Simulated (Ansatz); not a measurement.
The starting structures come from a database of crystals and need not be the phases stable at ambient conditions.

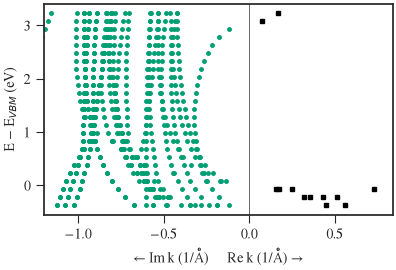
Figure: Complex bands at the centre of the two-dimensional zone; r2SCAN run with Ansatz (an electronic-structure program)

The gap is the functional's own, uncorrected, and κ follows it; spin-orbit coupling is left out. Mid-gap values are interpolated between the computed energies.

### Question
This is Rb$_{2}$SnCl$_{6}$ (Fm-3m, not sure to be the ambient phase, 9 atoms a cell, 29.2 Å³ an atom) along the normal of (110). Read off the slowest decay at the centre of the two-dimensional zone at 1.57 eV, the computed energy nearest the middle of the gap.

### Answer
κ ≈ 0.32 1/Å, a decay length 1/(2κ) of the density of 1.6 Å.
